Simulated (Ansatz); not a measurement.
# C2H6AlF (SMILES [CH3][Al]([CH3])[F]): BLYP/def2-SVP

Aim: the electronic atomisation energy of C2H6AlF at BLYP/def2-SVP, from 5 runs. 

Program for the calculation: Ansatz 0.2.0.

66 further runs of the same task are left out: 66 set aside as unsound or not needed.

## 1. The structure to begin with

C2H6AlF: 10 atoms, total charge 0, spin state singlet. SMILES: `[CH3][Al]([CH3])[F]`. The shape is that of a PBE0-D4/def2-TZVP optimisation.

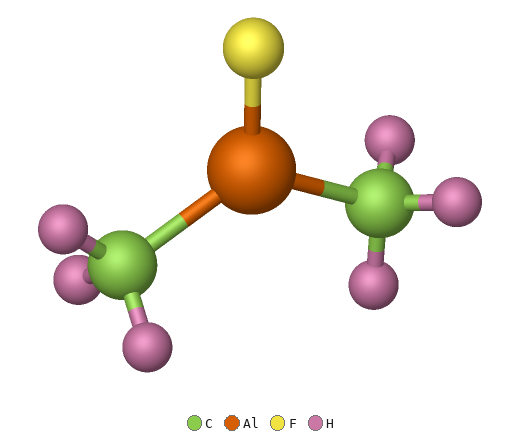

The structure, seen from a chosen angle (carbon green, aluminium orange, fluorine yellow, hydrogen pink).

## 2. A single-point energy at BLYP/def2-SVP

Contents of run.yaml:

```yaml
crystal:
  periodic: [false, false, false]
  atoms:
    - symbol: C
      position_ang: [-0.566700, 1.412600, -0.858500]
    - symbol: Al
      position_ang: [-0.288600, -0.445300, -0.364300]
    - symbol: C
      position_ang: [0.794700, -1.093100, 1.112200]
    - symbol: F
      position_ang: [-1.047300, -1.600600, -1.281300]
    - symbol: H
      position_ang: [-1.184400, 1.517100, -1.752900]
    - symbol: H
      position_ang: [-1.054000, 1.963400, -0.046800]
    - symbol: H
      position_ang: [0.387100, 1.917300, -1.043800]
    - symbol: H
      position_ang: [0.189400, -1.676700, 1.813200]
    - symbol: H
      position_ang: [1.269800, -0.283800, 1.672000]
    - symbol: H
      position_ang: [1.583200, -1.762300, 0.753400]
basis:
  gaussian:
    orbitals: def2-SVP
output: {orbitals: {seedname: orbitals}}
accuracy: high
hamiltonian:
  xc: {name: BLYP}
```

Launch:

```sh
$ ansatz run run.yaml --threads 1 --pin off --max-ram 3480MiB --events-out events.jsonl --progress --plain --runs-dir runs
```

Log:

```text
Warning: RAYON_NUM_THREADS=1 ignored (pool sized by the plan → 1); use --threads N
Functional definition: BLYP
  name "BLYP"
  parameter beta = 0.0042
  parameter a = 0.04918
  parameter b = 0.132
  parameter c = 0.2533
  parameter d = 0.349
  exchange = b88_x(beta = beta)
  correlation = lyp_c(a = a, b = b, c = c, d = d)
2083 factors; integrals over basis functions are off by at most 2.4e-8 eV
mean field evaluation 1: about -11462.5857 eV, gradient 8.8e1 eV
mean field evaluation 2: about -11435.4901 eV, gradient 1.3e2 eV
mean field evaluation 4: about -11480.2980 eV, gradient 1.2e1 eV
mean field evaluation 8: about -11480.5743 eV, gradient 2.4e-1 eV
mean field evaluation 16: about -11480.5744 eV, gradient 1.6e-5 eV
mean field -11480.57443645 eV, -421.9033287267 hartree, gradient 7.0e-8 eV, S^2 0.000000; 0 other end points of the search recorded, 0 dependent functions left out
reference -11480.57449647 eV, -421.9033309325 hartree; 20, 20 occupied and 70, 70 virtual orbitals, 2083 factors
Total energy: -11480.57449647 eV, -421.9033309325 hartree
```

Run time: 6.6 s. Hardware: 1 thread of Intel Xeon Platinum 8488C (Sapphire Rapids), shared host; peak memory 0.26 GiB.

## 3. The Al atom at the same level

Contents of run.yaml:

```yaml
crystal:
  periodic: [false, false, false]
  atoms:
    - {symbol: Al, position_ang: [0.000000, 0.000000, 0.000000]}
basis:
  gaussian:
    orbitals: def2-SVP
hamiltonian:
  xc: {name: BLYP}
magnetization:
  spin_polarized: true
  initial_magnetization: 1
accuracy: high
```

Run the same way, it converges to -242.28694 Eh (log not shown).

## 4. The C atom

Contents of run.yaml:

```yaml
crystal:
  periodic: [false, false, false]
  atoms:
    - {symbol: C, position_ang: [0.000000, 0.000000, 0.000000]}
basis:
  gaussian:
    orbitals: def2-SVP
magnetization:
  spin_polarized: true
  initial_magnetization: 2
hamiltonian:
  xc: {name: BLYP}
accuracy: high
```

Run the same way, it converges to -37.80070 Eh (log not shown).

## 5. The F atom

Contents of in.yaml:

```yaml
crystal:
  periodic: [false, false, false]
  atoms:
    - {symbol: F, position_ang: [0.000000, 0.000000, 0.000000]}
basis:
  gaussian:
    orbitals: def2-SVP
magnetization:
  spin_polarized: true
  initial_magnetization: 1
hamiltonian:
  xc: {name: BLYP}
accuracy: high
```

Launch:

```sh
$ ansatz run in.yaml --threads 1 --pin off --max-ram 3480MiB --events-out events.jsonl --progress --plain --runs-dir runs
```

Log, cut to the lines that bear on the results:

```text
Warning: RAYON_NUM_THREADS=1 ignored (pool sized by the plan → 1); use --threads N
[... 9 set-up lines as earlier in the session ...]
95 factors; integrals over basis functions are off by at most 1.3e-9 eV
mean field evaluation 1: about -2710.9184 eV, gradient 6.2e0 eV
mean field evaluation 2: about -2710.9454 eV, gradient 5.3e0 eV
mean field evaluation 4: about -2711.0269 eV, gradient 5.3e-3 eV
mean field evaluation 8: about -2711.0272 eV, gradient 4.0e-5 eV
mean field evaluation 16: about -2711.0271 eV, gradient 9.2e-2 eV
mean field -2711.02716168 eV, -99.6284105915 hartree, gradient 1.5e-9 eV, S^2 0.750788; 1 other end points of the search recorded, 0 dependent functions left out
reference -2711.02717585 eV, -99.6284111124 hartree; 5, 4 occupied and 9, 10 virtual orbitals, 95 factors
Total energy: -2711.02717585 eV, -99.6284111124 hartree
```

Run time: 0.4 s. Hardware: 1 thread of Intel Xeon Platinum 8488C (Sapphire Rapids), shared host.

## 6. The H atom, same level

Contents of run.yaml:

```yaml
crystal:
  periodic: [false, false, false]
  atoms:
    - {symbol: H, position_ang: [0.000000, 0.000000, 0.000000]}
basis:
  gaussian:
    orbitals: def2-SVP
magnetization:
  spin_polarized: true
  initial_magnetization: 1
hamiltonian:
  xc: {name: BLYP}
accuracy: high
```

Launch:

```sh
$ ansatz run run.yaml --threads 1 --pin off --max-ram 3480MiB --events-out events.jsonl --progress --plain --runs-dir runs
```

Log, cut to the lines that bear on the results:

```text
Warning: RAYON_NUM_THREADS=1 ignored (pool sized by the plan → 1); use --threads N
[... 9 set-up lines as earlier in the session ...]
15 factors; integrals over basis functions are off by at most 8.9e-10 eV
mean field evaluation 1: about -13.5052 eV, gradient 4.7e-1 eV
mean field evaluation 2: about -13.5079 eV, gradient 5.6e-2 eV
mean field evaluation 4: about -13.5078 eV, gradient 4.6e-5 eV
mean field evaluation 8: about -13.5078 eV, gradient 3.7e-9 eV
mean field -13.50782747 eV, -0.4964035038 hartree, gradient 3.7e-9 eV, S^2 0.750000; 0 other end points of the search recorded, 0 dependent functions left out
reference -13.50785355 eV, -0.4964044622 hartree; 1, 0 occupied and 4, 5 virtual orbitals, 15 factors
Total energy: -13.50785355 eV, -0.4964044622 hartree
```

It took 0.12 s on 1 thread of Intel Xeon Platinum 8488C (Sapphire Rapids), shared host.

## 7. What came out

Level: BLYP/def2-SVP.

| quantity | value |
| --- | --- |
| molecule: total energy | -421.90333 Eh |
| molecule: HOMO energy | -6.35 eV |
| molecule: LUMO energy | -0.84 eV |
| molecule: HOMO–LUMO gap | 5.51 eV |
| Al atom: total energy | -242.28694 Eh |
| Al atom: ⟨S²⟩ | 0.752 |
| C atom: total energy | -37.80070 Eh |
| C atom: ⟨S²⟩ | 2.002 |
| F atom: total energy | -99.62841 Eh |
| F atom: ⟨S²⟩ | 0.751 |
| H atom: total energy | -0.49640 Eh |
| H atom: ⟨S²⟩ | 0.750 |
| electronic atomisation energy | 38.318 eV |

Taking the molecule apart into free atoms costs 38.32 eV (884 kcal/mol), before zero-point energy and without spin-orbit coupling.
